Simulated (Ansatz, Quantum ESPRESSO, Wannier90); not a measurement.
# zigzag Li chain, bond 2.95 Å, width 1.2 Å: Wannier functions and conductance, part 4 of 6

Wanted: localised orbitals and the quantum conductance of this wire: zigzag Li chain, bond 2.95 Å, width 1.2 Å.

Quantum ESPRESSO 7.5 and Wannier90 3.1.0; plane-wave DFT, PBE, GBRV ultrasoft pseudopotentials; cross-check by Ansatz 0.2.0 with PAW datasets.

So far. Step 2 (Ground state): The run needed 10 iterations to bring the estimated error under 1e-07 Ry; the largest force on any atom, held or free, is 0.16 eV/Å. Step 6 (Wannier functions and transport, with num_wann = 2): The frozen window can't hold more states than there are functions: narrow it or add projections.

## Step 9: Localisation, bands and conductance

Level of this step: maximally localised Wannier functions and ballistic conductance; plane-wave DFT, PBE, GBRV ultrasoft pseudopotentials (Wannier90).

After disentangling and localising, transport_mode = bulk builds principal layers from hoppings within dist_cutoff and counts open channels.

wan.win

```
num_wann = 8
num_bands = 31
num_iter = 200
num_print_cycles = 20
conv_tol = 1e-8
conv_window = 5
guiding_centres = true
dis_num_iter = 1500
dis_conv_tol = 1e-8
dis_win_min = -13.5658
dis_win_max = 17.4342
dis_froz_max = -1.0658
search_shells = 120
fermi_energy = -2.5658

transport = true
transport_mode = bulk
one_dim_axis = z
dist_cutoff = 16.07
dist_cutoff_mode = one_dim
tran_win_min = -4.0
tran_win_max = 2.0
tran_energy_step = 0.02

bands_plot = true
bands_num_points = 96
begin kpoint_path
G 0.0 0.0 0.0 Z 0.0 0.0 0.5
end kpoint_path

begin projections
Li:s;p
end projections

begin unit_cell_cart
ang
  9.0000000000 0.0000000000 0.0000000000
  0.0000000000 8.0000000000 0.0000000000
  0.0000000000 0.0000000000 5.3898051913
end unit_cell_cart

begin atoms_frac
  Li -0.0666666667 0.0000000000 0.0000000000
  Li 0.0666666667 0.0000000000 0.5000000000
end atoms_frac

mp_grid = 1 1 6
begin kpoints
  0.0 0.0 0.0000000000
  0.0 0.0 0.1666666667
  0.0 0.0 0.3333333333
  0.0 0.0 0.5000000000
  0.0 0.0 0.6666666667
  0.0 0.0 0.8333333333
end kpoints
```

Run with:

```
$ OMP_NUM_THREADS=1 wannier90.x wan > wan.run.log
```

The log of the run:

```text
[banner, memory and clock lines left out]
+---------------------------------------------------+
             |                                                   |
             |                   WANNIER90                       |
             |                                                   |
             +---------------------------------------------------+
             |                                                   |
             |        Welcome to the Maximally-Localized         |
             |        Generalized Wannier Functions code         |
             |                             |
             |                                                   |
             |                                                   |
             |  Wannier90 Developer Group:                       |
             |    Giovanni Pizzi    (EPFL)                       |
             |    Valerio Vitale    (Cambridge)                  |
             |    David Vanderbilt  (Rutgers University)         |
             |    Nicola Marzari    (EPFL)                       |
             |    Ivo Souza         (Universidad del Pais Vasco) |
             |    Arash A. Mostofi  (Imperial College London)    |
             |    Jonathan R. Yates (University of Oxford)       |
             |                                                   |
             |  For the full list of Wannier90 3.x authors,      |
             |  please check the code documentation and the      |
             |  README on the GitHub page of the code            |
             |                                                   |
             |                                                   |
             |                                                   |
             |  [ref] "Wannier90 as a community code:            |
             |        new features and applications",            |
             |        165902 (2020).                             |
             |            |
             |                                                   |
             |  in any publications arising from the use of      |
             |                                                   |
             |  [ref] "Maximally Localized Generalised Wannier   |
             |         Functions for Composite Energy Bands"     |
             |         N. Marzari and D. Vanderbilt              |
             |         Phys. Rev. B 56 12847 (1997)              |
             |                                                   |
             |  [ref] "Maximally Localized Wannier Functions     |
             |         for Entangled Energy Bands"               |
             |         I. Souza, N. Marzari and D. Vanderbilt    |
             |         Phys. Rev. B 65 035109 (2001)             |
             |                                                   |
             |                                                   |
             | Copyright (c) 1996-2020                           |
             |        The Wannier90 Developer Group and          |
             |        individual contributors                    |
             |                                                   |
             |      Release: 3.1.0        5th March    2020      |
             |                                                   |
             | This program is free software; you can            |
             | redistribute it and/or modify it under the terms  |
             | of the GNU General Public License as published by |
             | the Free Software Foundation; either version 2 of |
             | the License, or (at your option) any later version|
             |                                                   |
             | This program is distributed in the hope that it   |
             | will be useful, but WITHOUT ANY WARRANTY; without |
             | even the implied warranty of MERCHANTABILITY or   |
             | FITNESS FOR A PARTICULAR PURPOSE. See the GNU     |
             | General Public License for more details.          |
             |                                                   |
             | You should have received a copy of the GNU General|
             | Public License along with this program; if not,   |
             | write to the Free Software Foundation, Inc.,      |
             | 675 Mass Ave, Cambridge, MA 02139, USA.           |
             |                                                   |
             +---------------------------------------------------+
             +---------------------------------------------------+

 ******************************************************************************
 * -> Using CODATA 2006 constant values                                       *
 *    (                      *
 * -> Using Bohr value from CODATA                                            *
 ******************************************************************************

 Running in serial (with parallel executable)

                                    ------
                                    SYSTEM
                                    ------

                              Lattice Vectors (Ang)
                    a_1     9.000000   0.000000   0.000000
                    a_2     0.000000   8.000000   0.000000
                    a_3     0.000000   0.000000   5.389805

                   Unit Cell Volume:     388.06597  (Ang^3)

                        Reciprocal-Space Vectors (Ang^-1)
                    b_1     0.698132   0.000000   0.000000
                    b_2     0.000000   0.785398   0.000000
                    b_3     0.000000   0.000000   1.165754

 *----------------------------------------------------------------------------*
 |   Site       Fractional Coordinate          Cartesian Coordinate (Ang)     |
 +----------------------------------------------------------------------------+
 | Li   1  -0.06667   0.00000   0.00000   |   -0.60000   0.00000   0.00000    |
 | Li   2   0.06667   0.00000   0.50000   |    0.60000   0.00000   2.69490    |
 *----------------------------------------------------------------------------*
                                ------------
                                K-POINT GRID
                                ------------

             Grid size =  1 x  1 x  6      Total points =    6

 *---------------------------------- MAIN ------------------------------------*
 |  Number of Wannier Functions               :                 8             |
 |  Number of Objective Wannier Functions     :                 8             |
 |  Number of input Bloch states              :                31             |
[...]
Cycle:     20
[...]
Sum of centres and spreads (  0.009555, -0.000017, 10.779550 )    23.45636219

     20    -0.148E+00     1.7326703195       23.4563621815       0.75  <-- CONV
        O_D=      0.0211798 O_OD=      6.7002014 O_TOT=     23.4563622 <-- SPRD
 Delta: O_D=  0.6394126E-02 O_OD= -0.1545186E+00 O_TOT= -0.1481245E+00 <-- DLTA
 Cycle:     40
[...]
Sum of centres and spreads (  0.009276,  0.003859, 10.780703 )    21.76246480

     40    -0.579E+00     3.6642902106       21.7624647912       0.75  <-- CONV
        O_D=      0.0137076 O_OD=      5.0137762 O_TOT=     21.7624648 <-- SPRD
 Delta: O_D= -0.2323754E-02 O_OD= -0.5764674E+00 O_TOT= -0.5787912E+00 <-- DLTA
 Cycle:     60
[...]
Sum of centres and spreads (  0.008205,  0.018981, 10.779599 )    20.20159441

     60    -0.622E-03     0.0971896036       20.2015943956       0.76  <-- CONV
        O_D=      0.0061907 O_OD=      3.4604227 O_TOT=     20.2015944 <-- SPRD
 Delta: O_D=  0.1333847E-04 O_OD= -0.6355830E-03 O_TOT= -0.6222445E-03 <-- DLTA
 Cycle:     80
[...]
Sum of centres and spreads ( -0.055868, -0.126183, 10.778848 )    20.11852899

     80    -0.164E+00     2.0762057672       20.1185289730       0.77  <-- CONV
        O_D=      0.0060531 O_OD=      3.3774949 O_TOT=     20.1185290 <-- SPRD
 Delta: O_D= -0.9732978E-02 O_OD= -0.1545104E+00 O_TOT= -0.1642433E+00 <-- DLTA
 Cycle:    100
[...]
Sum of centres and spreads (  0.006095, -0.028357, 10.779599 )    19.30887887

    100    -0.184E-02     0.1686177860       19.3088788587       0.78  <-- CONV
        O_D=      0.0042896 O_OD=      2.5696083 O_TOT=     19.3088789 <-- SPRD
 Delta: O_D= -0.3869680E-03 O_OD= -0.1455671E-02 O_TOT= -0.1842639E-02 <-- DLTA

 Writing checkpoint file wan.chk... done

 Cycle:    120
[...]
Sum of centres and spreads (  0.008920, -0.006496, 10.779603 )    19.29346363

    120    -0.182E-03     0.0541894172       19.2934636207       0.78  <-- CONV
        O_D=      0.0040760 O_OD=      2.5544067 O_TOT=     19.2934636 <-- SPRD
 Delta: O_D=  0.2986108E-04 O_OD= -0.2116191E-03 O_TOT= -0.1817580E-03 <-- DLTA
 Cycle:    140
[...]
Sum of centres and spreads (  0.008564, -0.001859, 10.779614 )    19.29243391

    140    -0.120E-04     0.0155657742       19.2924338993       0.79  <-- CONV
        O_D=      0.0040105 O_OD=      2.5534424 O_TOT=     19.2924339 <-- SPRD
 Delta: O_D= -0.4572601E-06 O_OD= -0.1151823E-04 O_TOT= -0.1197549E-04 <-- DLTA
 Cycle:    160
[...]
Sum of centres and spreads (  0.008615, -0.000537, 10.779613 )    19.29236150

    160    -0.848E-06     0.0037805828       19.2923614845       0.80  <-- CONV
        O_D=      0.0040095 O_OD=      2.5533710 O_TOT=     19.2923615 <-- SPRD
 Delta: O_D= -0.3204471E-06 O_OD= -0.5279866E-06 O_TOT= -0.8484337E-06 <-- DLTA
 Cycle:    180
[...]
Sum of centres and spreads (  0.008639, -0.000152, 10.779613 )    19.29235554

    180    -0.648E-07     0.0010597687       19.2923555288       0.81  <-- CONV
        O_D=      0.0040095 O_OD=      2.5533650 O_TOT=     19.2923555 <-- SPRD
 Delta: O_D=  0.7834341E-08 O_OD= -0.7266649E-07 O_TOT= -0.6483214E-07 <-- DLTA
 Cycle:    200
[...]
Sum of centres and spreads (  0.008633, -0.000055, 10.779613 )    19.29235507

    200    -0.614E-08     0.0003375229       19.2923550571       0.81  <-- CONV
        O_D=      0.0040095 O_OD=      2.5533646 O_TOT=     19.2923551 <-- SPRD
 Delta: O_D= -0.2385003E-09 O_OD= -0.5899043E-08 O_TOT= -0.6137544E-08 <-- DLTA

 Writing checkpoint file wan.chk... done

             <<<     Delta < 1.000E-08  over  5 iterations     >>>
             <<< Wannierisation convergence criteria satisfied >>>

 Final State
  WF centre and spread    1  ( -0.194443, -0.984105, -0.003986 )     2.38860489
  WF centre and spread    2  ( -1.454468, -0.000015,  0.892699 )     2.43418165
  WF centre and spread    3  ( -1.453411,  0.000092, -0.891938 )     2.43462705
  WF centre and spread    4  ( -0.194076,  0.983872, -0.003887 )     2.38843682
  WF centre and spread    5  (  0.198733,  0.981093,  2.698842 )     2.38824170
  WF centre and spread    6  (  1.454443,  0.000007,  1.801992 )     2.43494323
  WF centre and spread    7  (  1.453408,  0.000075,  3.587003 )     2.43541593
  WF centre and spread    8  (  0.198448, -0.981073,  2.698887 )     2.38790380
  Sum of centres and spreads (  0.008633, -0.000055, 10.779613 )    19.29235507

         Spreads (Ang^2)       Omega I      =    16.734981000
        ================       Omega D      =     0.004009463
                               Omega OD     =     2.553364594
    Final Spread (Ang^2)       Omega Total  =    19.292355057
 Time for wannierise            0.075 (sec)

 Writing checkpoint file wan.chk... done

 *---------------------------------------------------------------------------*
 |                               PLOTTING                                    |
 *---------------------------------------------------------------------------*

 Translated centres
    translation centre in fractional coordinate:  0.000000  0.000000  0.250000
  WF centre     1  ( -0.194443, -0.984105, -0.003986 )
  WF centre     2  ( -1.454468, -0.000015,  0.892699 )
  WF centre     3  ( -1.453411,  0.000092, -0.891938 )
  WF centre     4  ( -0.194076,  0.983872, -0.003887 )
  WF centre     5  (  0.198733,  0.981093,  2.698842 )
  WF centre     6  (  1.454443,  0.000007,  1.801992 )
  WF centre     7  (  1.453408,  0.000075,  3.587003 )
  WF centre     8  (  0.198448, -0.981073,  2.698887 )

 Calculating interpolated band-structure

 Time to calculate interpolated band structure       0.005 (sec)

 Time for plotting              0.007 (sec)

 *---------------------------------------------------------------------------*
 |                              TRANSPORT                                    |
 *---------------------------------------------------------------------------*

 Calculation of Quantum Conductance and DoS: bulk mode

 Maximum imaginary part of the real-space Hamiltonian:     0.004999

     Maximum real part of the real-space Hamiltonian at each lattice point
            Lattice point R           Max |H_ij(R)|
                  -4                     0.000000
                  -3                     0.003877
                  -2                     0.076494
                  -1                     1.261420
                   0                     1.261564
                   1                     1.261420
                   2                     0.076494
                   3                     0.003877
                   4                     0.000000

 Number of unit cells inside the principal layer:     3
 Number of Wannier Functions inside the principal layer:    24

 Calculating quantum conductance and density of states... done

 Time for transport             0.145 (sec)
 Total Execution Time           1.009 (sec)

 *===========================================================================*
 |                             TIMING INFORMATION                            |
 *===========================================================================*
 |    Tag                                                Ncalls      Time (s)|
 |---------------------------------------------------------------------------|
 |kmesh: get                                        :         1         0.010|
 |overlap: allocate                                 :         1         0.000|
 |overlap: read                                     :         1         0.028|
 |dis: main                                         :         1         0.741|
 |wann: main                                        :         1         0.075|
 |plot: main                                        :         1         0.007|
 |tran: main                                        :         1         0.145|
 *---------------------------------------------------------------------------*

 All done: wannier90 exiting
[key lines of the parts left out:]
|  Fermi energy (eV)                         :            -2.566             |
```

Wall time 1.6 s (1 MPI rank of Intel Xeon at 2.60GHz (Ice Lake), shared host); peak memory 0.08 GiB.

This step gave:

* lead channels at the Fermi level, one spin: 1.0000
* total spread: 19.29 Å²
* gauge-invariant spread: 16.73 Å²
* largest misfit to plane-wave levels between mesh points, inside the frozen window: 0.03018 eV

Per spin. Table of quantum conductance of the perfect wire, open channels by energy, zero at the Fermi level:

```csv
energy (eV),"quantum conductance of the perfect wire, open channels"
-1.0200,9.4e-7
-0.7600,1
-0.5000,1
-0.2600,1
0.0000,1
0.2400,1
0.5000,1
0.7400,1
1.0000,1
1.2400,1.00
1.5000,1.00
1.7400,3
2.0000,3.00
```

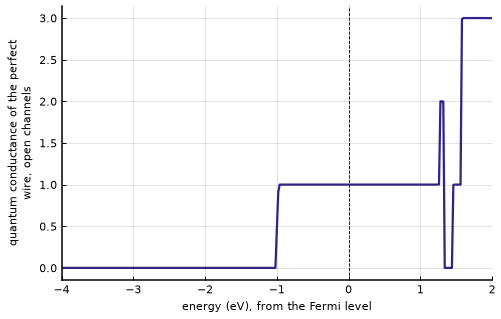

Quantum conductance of the perfect wire, open channels, plotted against energy.

Wannier functions:

```csv
no.,x (Å),y (Å),z (Å),spread (Å²)
1,-0.1944,-0.9841,-0.003986,2.389
2,-1.454,-1.50e-5,0.8927,2.434
3,-1.453,9.20e-5,-0.8919,2.435
4,-0.1941,0.9839,-0.003887,2.388
5,0.1987,0.9811,2.699,2.388
6,1.454,7.00e-6,1.802,2.435
7,1.453,7.50e-5,3.587,2.435
8,0.1984,-0.9811,2.699,2.388
```

Electronic bands along the path, in eV, zero at the Fermi level; # counts the bands kept:

```csv
point,#1,#2,#3,#4,#5
Γ,-0.98,1.27,1.46,2.01,4.41
Z,-0.01,-0.01,2.50,2.50,3.09
```

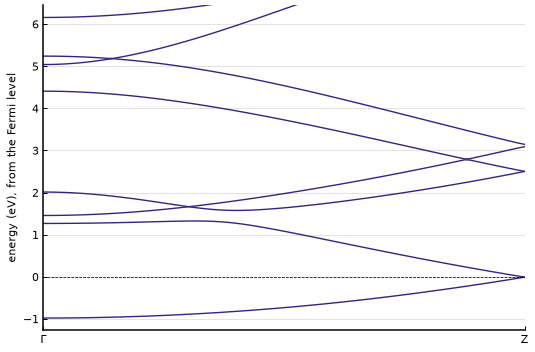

Electronic bands along the path.

Bands and channels are those of the Wannier model: bands that were not projected, and all outside the frozen window, are missing or only approximate.

## Step 10: Neighbour list from wannier90 -pp, with dist_cutoff = 6.47

A sensitivity test on the input.

wan_w.win is the input of step 9 with these lines changed:

```diff
@@ -18,3 +18,3 @@
 one_dim_axis = z
-dist_cutoff = 16.07
+dist_cutoff = 6.47
 dist_cutoff_mode = one_dim
```

Run with:

```
$ OMP_NUM_THREADS=1 wannier90.x -pp wan_w > wan_w.pp.log
```

Wall time 0.58 s (1 MPI rank); peak memory 0.08 GiB.

## Step 11: Overlaps and projections

The same post-processing, on the changed run.

wan_w.p2w.in

```
&inputpp
  prefix = 'nscf'
  outdir = './out'
  seedname = 'wan_w'
  write_mmn = .true.
  write_amn = .true.
  write_unk = .false.
/
```

Run with:

```
$ OMP_NUM_THREADS=1 mpirun -n 4 pw2wannier90.x -in wan_w.p2w.in > wan_w.p2w.out
```

Elapsed: 3 s, on 4 MPI ranks; peak memory 0.23 GiB; 11 s of CPU time.

(Continued in part 5 of 6.)

[Logs are printed without paths, hosts, clocks, repeated set-up lines and the standing remarks that a program may print on its own settings, such as how far it seeks lower states.]

[Hosts, paths, dates, database ids (printed as entryN), source tags and the programs' standing remarks are cut or masked in the printed files.]

[Maps of the electrostatic potential energy from Ansatz leave out the sawtooth potential of an applied field or a dipole correction, so their vacuum need not be flat; planar profiles and work functions include it.]
